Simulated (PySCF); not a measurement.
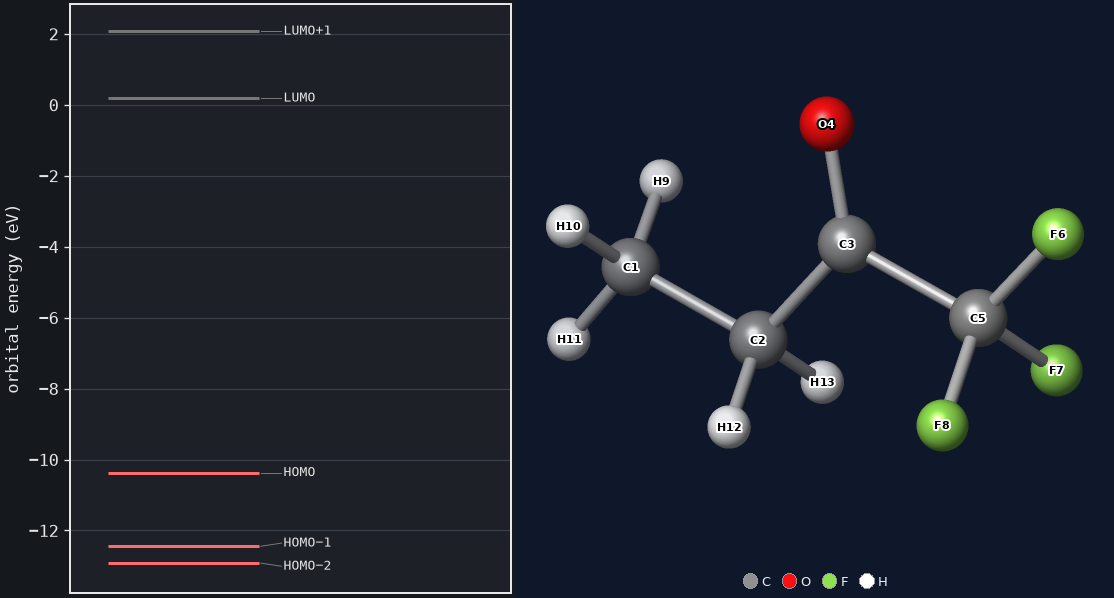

C₄H₅F₃O, SMILES CCC(=O)C(F)(F)F. Kohn-Sham orbital energies near the frontier, ωB97X-D/def2-SVPD in PySCF, at a GFN2-xTB geometry (no frequency check), isolated molecule; empty levels in grey, levels within 0.03 eV side by side.

Question: Where do the frontier orbitals lie?

Answer: HOMO at −10.37 eV, LUMO at 0.19 eV, 10.56 eV apart.

Question: List the levels with the atoms that carry most of them (a dash for levels above zero or within 0.03 eV of another, where shares mean little).

Answer:
| orbital | energy (eV) | Löwdin shares |
| --- | --- | --- |
| LUMO+1 | 2.08 | – |
| LUMO | 0.19 | – |
| HOMO | −10.37 | O4 55 %, C3 12 %, C2 11 % |
| HOMO−1 | −12.44 | C1 26 %, C2 22 %, H10/H9 11 % each |
| HOMO−2 | −12.92 | C1 34 %, C2 24 %, H9/H10 8 % each |

Known limits of this run: the tight-binding geometry is rougher than a DFT one and adds to the error; one conformer of a flexible molecule; empty levels above zero depend strongly on the basis.
